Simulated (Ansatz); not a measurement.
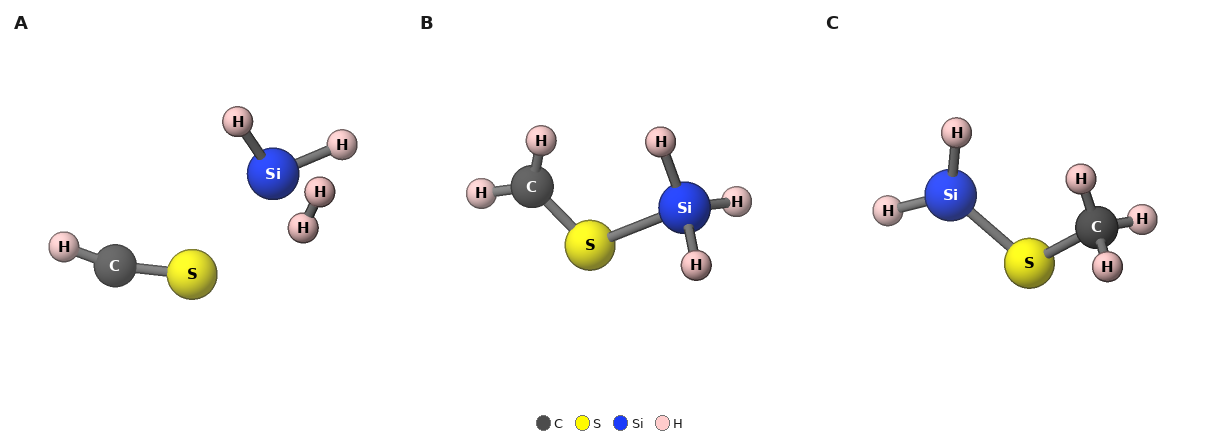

3 stationary structures of one formula. Charge +1, singlet. Geometries: PBE0-D4/def2-TZVP. Electronic energies: PBE0-D4/def2-TZVPP (Ansatz 0.2.0), without zero-point energy. No frequency run is at hand to confirm each as a minimum. Each is one conformer, not always the lowest.

Which structure is the most stable?

C is lowest (Cs); B lies 15.6 kcal/mol above it (Cs), A lies 104.2 kcal/mol above it (C1).
